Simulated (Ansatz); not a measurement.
**AlH₂ClF₂: molecular dynamics (part 5 of 5)**

AlH₂ClF₂; RKS PBE-D4/def2-SVP (Ansatz 0.2.0). It belongs to a series of runs on one base structure; here: dynamics from the highest image of the converged band.

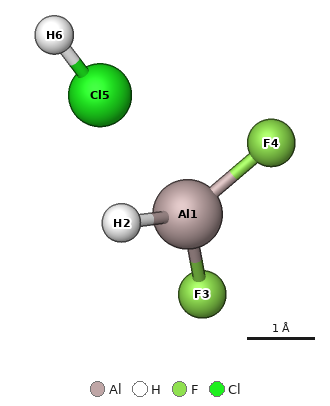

**Figure 1.** The geometry at step 177 of the log (ball-and-stick view, seen at an oblique angle; atoms are numbered from 1 in the order of the input).

**Trajectory as extended XYZ, continued**
```
6
Properties=species:S:1:pos:R:3:forces:R:3 step=153 time_fs=76.5 energy=-24565.44551 temperature=402.2
Al    0.0331    0.0930    0.0920    0.6562   0.5216   1.1229
H     0.0055    0.7778    1.5835    0.0652  -0.3438  -0.6126
F     1.4449    0.1082   -0.8194   -0.1148  -0.1492   0.0946
F    -1.4015   -0.0594   -0.7071   -0.7059  -0.1332  -0.4683
Cl    0.0516   -2.4717    0.9542    0.0451  -0.0475   0.0179
H    -0.5605   -2.4162    2.1082    0.0542   0.1521  -0.1545
6
Properties=species:S:1:pos:R:3:forces:R:3 step=155 time_fs=77.5 energy=-24565.41372 temperature=341.1
Al    0.0318    0.0984    0.0909    0.7688   0.6398   1.3963
H     0.0014    0.8044    1.6016    0.0737  -0.4615  -0.8537
F     1.4450    0.1060   -0.8205   -0.1419  -0.1467   0.1201
F    -1.3991   -0.0612   -0.7059   -0.8056  -0.1445  -0.5204
Cl    0.0517   -2.4735    0.9545   -0.0008  -0.0537   0.1112
H    -0.5709   -2.4514    2.1084    0.1057   0.1666  -0.2534
6
Properties=species:S:1:pos:R:3:forces:R:3 step=157 time_fs=78.5 energy=-24565.38731 temperature=290.2
Al    0.0308    0.1040    0.0903    0.8547   0.7123   1.5526
H    -0.0019    0.8267    1.6115    0.0807  -0.5340  -0.9925
F     1.4449    0.1037   -0.8215   -0.1668  -0.1437   0.1438
F    -1.3971   -0.0631   -0.7050   -0.8786  -0.1538  -0.5578
Cl    0.0517   -2.4752    0.9549   -0.0248  -0.0648   0.1617
H    -0.5804   -2.4849    2.1063    0.1348   0.1840  -0.3078
6
Properties=species:S:1:pos:R:3:forces:R:3 step=158 time_fs=79.0 energy=-24565.37873 temperature=273.7
Al    0.0304    0.1070    0.0901    0.8863   0.7317   1.5884
H    -0.0033    0.8359    1.6130    0.0835  -0.5537  -1.0256
F     1.4449    0.1026   -0.8220   -0.1783  -0.1420   0.1550
F    -1.3962   -0.0641   -0.7046   -0.9039  -0.1576  -0.5704
Cl    0.0518   -2.4761    0.9551   -0.0254  -0.0709   0.1656
H    -0.5847   -2.5010    2.1041    0.1377   0.1925  -0.3130
6
Properties=species:S:1:pos:R:3:forces:R:3 step=160 time_fs=80.0 energy=-24565.37332 temperature=263.2
Al    0.0299    0.1130    0.0903    0.9247   0.7366   1.5776
H    -0.0055    0.8504    1.6086    0.0878  -0.5600  -1.0219
F     1.4447    0.1002   -0.8230   -0.1991  -0.1387   0.1755
F    -1.3949   -0.0661   -0.7041   -0.9300  -0.1628  -0.5822
Cl    0.0518   -2.4779    0.9554   -0.0009  -0.0812   0.1279
H    -0.5923   -2.5318    2.0976    0.1175   0.2061  -0.2769
6
Properties=species:S:1:pos:R:3:forces:R:3 step=162 time_fs=81.0 energy=-24565.38285 temperature=281.5
Al    0.0297    0.1193    0.0911    0.9291   0.6937   1.4558
H    -0.0068    0.8595    1.5944    0.0902  -0.5207  -0.9245
F     1.4444    0.0978   -0.8238   -0.2166  -0.1354   0.1937
F    -1.3941   -0.0682   -0.7039   -0.9230  -0.1645  -0.5760
Cl    0.0519   -2.4797    0.9559    0.0552  -0.0852   0.0366
H    -0.5988   -2.5606    2.0885    0.0651   0.2121  -0.1857
6
Properties=species:S:1:pos:R:3:forces:R:3 step=163 time_fs=81.5 energy=-24565.39169 temperature=298.5
Al    0.0297    0.1225    0.0917    0.9187   0.6527   1.3520
H    -0.0072    0.8622    1.5839    0.0905  -0.4827  -0.8392
F     1.4442    0.0965   -0.8242   -0.2239  -0.1337   0.2018
F    -1.3938   -0.0693   -0.7039   -0.9072  -0.1638  -0.5661
Cl    0.0519   -2.4806    0.9561    0.0922  -0.0842  -0.0231
H    -0.6017   -2.5743    2.0832    0.0298   0.2116  -0.1254
6
Properties=species:S:1:pos:R:3:forces:R:3 step=165 time_fs=82.5 energy=-24565.41212 temperature=337.7
Al    0.0300    0.1292    0.0932    0.8738   0.5278   1.0555
H    -0.0072    0.8642    1.5572    0.0890  -0.3667  -0.5912
F     1.4438    0.0940   -0.8249   -0.2353  -0.1301   0.2158
F    -1.3937   -0.0715   -0.7042   -0.8525  -0.1590  -0.5333
Cl    0.0520   -2.4825    0.9565    0.1739  -0.0761  -0.1524
H    -0.6075   -2.6001    2.0718   -0.0490   0.2041   0.0056
6
Properties=species:S:1:pos:R:3:forces:R:3 step=167 time_fs=83.5 energy=-24565.42759 temperature=367.3
Al    0.0306    0.1360    0.0951    0.8001   0.3421   0.6411
H    -0.0064    0.8628    1.5249    0.0845  -0.1952  -0.2390
F     1.4432    0.0914   -0.8255   -0.2417  -0.1263   0.2266
F    -1.3939   -0.0738   -0.7047   -0.7703  -0.1493  -0.4845
Cl    0.0522   -2.4843    0.9569    0.2485  -0.0630  -0.2650
H    -0.6138   -2.6239    2.0605   -0.1211   0.1915   0.1208
6
Properties=species:S:1:pos:R:3:forces:R:3 step=169 time_fs=84.5 energy=-24565.42888 temperature=369.6
Al    0.0315    0.1430    0.0972    0.7017   0.1002   0.1265
H    -0.0048    0.8595    1.4904    0.0768   0.0264   0.2027
F     1.4426    0.0887   -0.8259   -0.2426  -0.1220   0.2339
F    -1.3946   -0.0762   -0.7054   -0.6656  -0.1343  -0.4221
Cl    0.0524   -2.4862    0.9572    0.2952  -0.0507  -0.3279
H    -0.6212   -2.6459    2.0504   -0.1656   0.1803   0.1869
6
Properties=species:S:1:pos:R:3:forces:R:3 step=170 time_fs=85.0 energy=-24565.42279 temperature=357.9
Al    0.0320    0.1465    0.0983    0.6447  -0.0357  -0.1536
H    -0.0037    0.8578    1.4736    0.0721   0.1496   0.4435
F     1.4422    0.0874   -0.8261   -0.2406  -0.1196   0.2360
F    -1.3950   -0.0774   -0.7059   -0.6068  -0.1248  -0.3866
Cl    0.0525   -2.4871    0.9574    0.3033  -0.0468  -0.3340
H    -0.6255   -2.6563    2.0459   -0.1727   0.1774   0.1947
6
Properties=species:S:1:pos:R:3:forces:R:3 step=172 time_fs=86.0 energy=-24565.39960 temperature=313.4
Al    0.0333    0.1534    0.1004    0.5172  -0.3120  -0.7063
H    -0.0010    0.8557    1.4437    0.0621   0.3951   0.9144
F     1.4413    0.0846   -0.8264   -0.2315  -0.1143   0.2370
F    -1.3962   -0.0798   -0.7070   -0.4802  -0.1021  -0.3092
Cl    0.0529   -2.4890    0.9575    0.2864  -0.0463  -0.2943
H    -0.6353   -2.6757    2.0384   -0.1540   0.1796   0.1584
6
Properties=species:S:1:pos:R:3:forces:R:3 step=174 time_fs=87.0 energy=-24565.37271 temperature=261.9
Al    0.0347    0.1603    0.1023    0.3739  -0.5451  -1.1530
H     0.0022    0.8575    1.4226    0.0536   0.5904   1.2782
F     1.4403    0.0818   -0.8266   -0.2150  -0.1083   0.2333
F    -1.3976   -0.0824   -0.7082   -0.3465  -0.0747  -0.2256
Cl    0.0533   -2.4909    0.9576    0.2325  -0.0554  -0.2001
H    -0.6465   -2.6934    2.0324   -0.0985   0.1931   0.0673
6
Properties=species:S:1:pos:R:3:forces:R:3 step=176 time_fs=88.0 energy=-24565.35886 temperature=235.4
Al    0.0363    0.1670    0.1037    0.2179  -0.6749  -1.3821
H     0.0060    0.8648    1.4135    0.0488   0.6763   1.4266
F     1.4392    0.0789   -0.8266   -0.1909  -0.1016   0.2245
F    -1.3992   -0.0849   -0.7095   -0.2112  -0.0433  -0.1390
Cl    0.0537   -2.4929    0.9577    0.1598  -0.0706  -0.0828
H    -0.6587   -2.7093    2.0270   -0.0244   0.2140  -0.0473
6
Properties=species:S:1:pos:R:3:forces:R:3 step=177 time_fs=88.5 energy=-24565.36027 temperature=238.1
Al    0.0371    0.1702    0.1042    0.1363  -0.6891  -1.3946
H     0.0081    0.8708    1.4140    0.0481   0.6667   1.4006
F     1.4386    0.0775   -0.8266   -0.1761  -0.0980   0.2183
F    -1.4000   -0.0862   -0.7102   -0.1443  -0.0265  -0.0954
Cl    0.0540   -2.4938    0.9577    0.1234  -0.0784  -0.0265
H    -0.6649   -2.7165    2.0242    0.0126   0.2252  -0.1024
6
Properties=species:S:1:pos:R:3:forces:R:3 step=179 time_fs=89.5 energy=-24565.37801 temperature=272.0
Al    0.0388    0.1766    0.1050   -0.0302  -0.6192  -1.2257
H     0.0126    0.8876    1.4249    0.0490   0.5463   1.1590
F     1.4374    0.0745   -0.8265   -0.1416  -0.0904   0.2025
F    -1.4017   -0.0888   -0.7116   -0.0143   0.0091  -0.0091
Cl    0.0545   -2.4958    0.9577    0.0642  -0.0900   0.0622
H    -0.6772   -2.7292    2.0177    0.0729   0.2443  -0.1888
6
Properties=species:S:1:pos:R:3:forces:R:3 step=181 time_fs=90.5 energy=-24565.40335 temperature=320.5
Al    0.0404    0.1827    0.1052   -0.1952  -0.4538  -0.8708
H     0.0176    0.9096    1.4468    0.0506   0.3280   0.7379
F     1.4361    0.0715   -0.8262   -0.1019  -0.0825   0.1831
F    -1.4034   -0.0914   -0.7131    0.1087   0.0461   0.0742
Cl    0.0551   -2.4978    0.9578    0.0360  -0.0916   0.1020
H    -0.6888   -2.7396    2.0095    0.1018   0.2537  -0.2266
6
Properties=species:S:1:pos:R:3:forces:R:3 step=183 time_fs=91.5 energy=-24565.41947 temperature=351.4
Al    0.0420    0.1886    0.1052   -0.3517  -0.2520  -0.4445
H     0.0230    0.9347    1.4757    0.0499   0.0726   0.2521
F     1.4347    0.0685   -0.8259   -0.0592  -0.0743   0.1614
F    -1.4050   -0.0939   -0.7145    0.2229   0.0836   0.1532
Cl    0.0556   -2.4998    0.9578    0.0473  -0.0798   0.0850
H    -0.6995   -2.7475    1.9991    0.0908   0.2499  -0.2072
6
Properties=species:S:1:pos:R:3:forces:R:3 step=184 time_fs=92.0 energy=-24565.42079 temperature=354.0
Al    0.0427    0.1915    0.1051   -0.4251  -0.1541  -0.2365
H     0.0259    0.9476    1.4914    0.0483  -0.0519   0.0165
F     1.4340    0.0669   -0.8257   -0.0375  -0.0702   0.1502
F    -1.4058   -0.0952   -0.7151    0.2763   0.1023   0.1907
Cl    0.0559   -2.5008    0.9579    0.0677  -0.0688   0.0564
H    -0.7044   -2.7506    1.9932    0.0703   0.2427  -0.1774
6
Properties=species:S:1:pos:R:3:forces:R:3 step=186 time_fs=93.0 energy=-24565.40951 temperature=332.4
Al    0.0441    0.1973    0.1049   -0.5595   0.0138   0.1281
H     0.0320    0.9729    1.5223    0.0421  -0.2720  -0.3992
F     1.4327    0.0638   -0.8253    0.0048  -0.0619   0.1281
F    -1.4073   -0.0977   -0.7164    0.3751   0.1390   0.2612
Cl    0.0565   -2.5028    0.9580    0.1329  -0.0384  -0.0309
H    -0.7140   -2.7551    1.9801    0.0047   0.2196  -0.0871
6
Properties=species:S:1:pos:R:3:forces:R:3 step=188 time_fs=94.0 energy=-24565.38550 temperature=286.3
Al    0.0453    0.2032    0.1047   -0.6752   0.1315   0.3984
H     0.0386    0.9956    1.5494    0.0325  -0.4396  -0.7163
F     1.4313    0.0607   -0.8248    0.0434  -0.0537   0.1076
F    -1.4086   -0.1001   -0.7175    0.4627   0.1742   0.3249
Cl    0.0571   -2.5049    0.9581    0.2159  -0.0021  -0.1369
H    -0.7235   -2.7574    1.9662   -0.0793   0.1897   0.0224
6
Properties=species:S:1:pos:R:3:forces:R:3 step=190 time_fs=95.0 energy=-24565.35911 temperature=235.5
Al    0.0462    0.2090    0.1047   -0.7698   0.1953   0.5674
H     0.0454    1.0141    1.5698    0.0205  -0.5506  -0.9283
F     1.4299    0.0576   -0.8243    0.0760  -0.0454   0.0900
F    -1.4096   -0.1024   -0.7185    0.5383   0.2073   0.3812
Cl    0.0578   -2.5069    0.9581    0.2928   0.0321  -0.2297
H    -0.7337   -2.7579    1.9525   -0.1579   0.1612   0.1193
6
Properties=species:S:1:pos:R:3:forces:R:3 step=191 time_fs=95.5 energy=-24565.34827 temperature=214.7
Al    0.0466    0.2120    0.1048   -0.8088   0.2078   0.6152
H     0.0490    1.0214    1.5767    0.0139  -0.5856  -0.9963
F     1.4292    0.0560   -0.8240    0.0894  -0.0412   0.0827
F    -1.4100   -0.1036   -0.7189    0.5714   0.2230   0.4065
Cl    0.0582   -2.5079    0.9581    0.3209   0.0459  -0.2613
H    -0.7394   -2.7576    1.9461   -0.1870   0.1501   0.1532
6
Properties=species:S:1:pos:R:3:forces:R:3 step=193 time_fs=96.5 energy=-24565.33603 temperature=191.1
Al    0.0471    0.2180    0.1051   -0.8692   0.1959   0.6416
H     0.0561    1.0318    1.5834    0.0001  -0.6166  -1.0608
F     1.4279    0.0528   -0.8233    0.1096  -0.0327   0.0714
F    -1.4107   -0.1057   -0.7196    0.6280   0.2523   0.4511
Cl    0.0590   -2.5100    0.9581    0.3432   0.0632  -0.2810
H    -0.7521   -2.7559    1.9343   -0.2117   0.1379   0.1777
6
Properties=species:S:1:pos:R:3:forces:R:3 step=195 time_fs=97.5 energy=-24565.33894 temperature=196.7
Al    0.0473    0.2240    0.1056   -0.9058   0.1361   0.5783
H     0.0632    1.0364    1.5799   -0.0138  -0.5969  -1.0325
F     1.4267    0.0496   -0.8227    0.1201  -0.0238   0.0650
F    -1.4110   -0.1078   -0.7200    0.6710   0.2787   0.4874
Cl    0.0599   -2.5120    0.9580    0.3128   0.0658  -0.2380
H    -0.7667   -2.7528    1.9241   -0.1843   0.1402   0.1399
6
Properties=species:S:1:pos:R:3:forces:R:3 step=197 time_fs=98.5 energy=-24565.35506 temperature=227.7
Al    0.0472    0.2301    0.1063   -0.9189   0.0274   0.4235
H     0.0701    1.0352    1.5667   -0.0268  -0.5254  -0.9096
F     1.4255    0.0464   -0.8220    0.1209  -0.0143   0.0636
F    -1.4109   -0.1097   -0.7202    0.7000   0.3017   0.5153
Cl    0.0608   -2.5140    0.9578    0.2361   0.0573  -0.1450
H    -0.7832   -2.7484    1.9153   -0.1112   0.1533   0.0524
6
Properties=species:S:1:pos:R:3:forces:R:3 step=198 time_fs=99.0 energy=-24565.36606 temperature=248.8
Al    0.0470    0.2332    0.1067   -0.9170  -0.0463   0.3099
H     0.0735    1.0327    1.5567   -0.0326  -0.4690  -0.8108
F     1.4249    0.0448   -0.8216    0.1177  -0.0093   0.0646
F    -1.4108   -0.1105   -0.7202    0.7091   0.3119   0.5261
Cl    0.0613   -2.5150    0.9577    0.1866   0.0511  -0.0882
H    -0.7918   -2.7457    1.9112   -0.0638   0.1617  -0.0017
6
Properties=species:S:1:pos:R:3:forces:R:3 step=200 time_fs=100.0 energy=-24565.38798 temperature=290.8
Al    0.0464    0.2393    0.1076   -0.8976  -0.2341   0.0071
H     0.0801    1.0245    1.5312   -0.0418  -0.3131  -0.5344
F     1.4238    0.0415   -0.8209    0.1051   0.0013   0.0700
F    -1.4102   -0.1122   -0.7200    0.7160   0.3293   0.5411
Cl    0.0624   -2.5169    0.9574    0.0822   0.0397   0.0264
H    -0.8095   -2.7390    1.9027    0.0361   0.1769  -0.1102
```

The run was set up as follows.

**The input**
```yaml
crystal:
  periodic: [false, false, false]
  atoms:
    - { symbol: Al, position_ang: [0.010103, -0.12565, 0.066354] }
    - { symbol: H, position_ang: [0.014176, 0.177368, 1.681082] }
    - { symbol: F, position_ang: [1.447374, 0.131413, -0.743914] }
    - { symbol: F, position_ang: [-1.449977, 0.055888, -0.723354] }
    - { symbol: Cl, position_ang: [0.076106, -2.396442, 0.949816] }
    - { symbol: H, position_ang: [0.051318, -1.223377, 1.738015] }
basis:
  gaussian: { orbitals: def2-SVP }
hamiltonian:
  xc: pbe
  dispersion: d4
md:
  timestep: 0.5
  n_steps: 200
  ensemble: nve
  temperature: 300.0
  initial_velocities: maxwell_boltzmann
  seed: 6609
```

Command:
```bash
ansatz run input.yaml --threads 1 --pin off --max-ram 2048MiB --backend cpu --events-out ev --progress --plain --runs-dir out
```

**Key numbers**

| quantity | value |
| --- | --- |
| outcome | finished |
| mean temperature over the second half | 336 K |
| trajectory | 200 steps, 100 fs |
| ensemble | nve |
| temperature in the input | 300.0 K |
| time step | 0.5 fs |
| potential energy (last step) | −24565.3880 eV |
| mean-field energy (last step) | −24565.2947 eV |
| largest force (length of the vector) (last step) | 0.956 eV/Å |
| hardware | 1 thread of Arm Neoverse V1, 24 GiB of memory available, shared host |
| wall time | 6.3 min |
| peak memory | 0.12 GiB |

So short a trajectory is not equilibrated.
